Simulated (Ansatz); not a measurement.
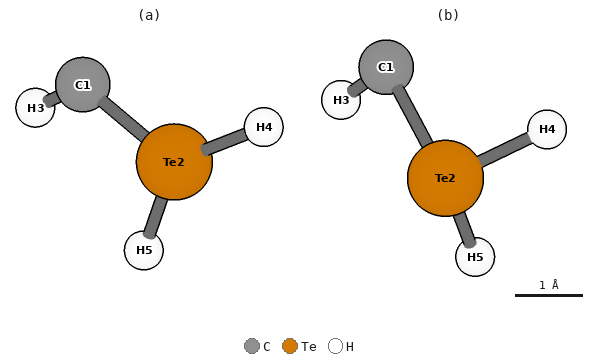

The structure of CH3Te (charge +1) before (left) and after (right) a relaxation, at one scale.

A ball-and-stick model, seen from a free direction.

It is one of the separated reactants of a reaction.

All numbers below come from RKS PBE-D4/def2-SVP (Ansatz). (force threshold 0.03 eV/Å; at most 250 steps)

**What changed between the two?**

Te2 moves most after the best rigid fit: 0.59 Å. Largest moves by element: Te 0.59 Å, H 0.56 Å, C 0.27 Å. Near-neighbour distances that change, for instance: C1–Te2 1.939 → 2.144 Å, C1–H3 1.085 → 1.134 Å, Te2–H5 1.664 → 1.698 Å, Te2–H4 1.690 → 1.685 Å. Among the angles between lasting bonds that change: H4–Te2–H5 138.6° → 94.8°, C1–Te2–H4 125.2° → 92.9°, Te2–C1–H3 122.3° → 103.9°. Over 10 accepted moves (12 points after the start) the energy falls by 184.3 kJ/mol. The largest force component goes from 3 to 0.0093 eV/Å. The line search rejected the trial steps at points 6, 11 of the run.
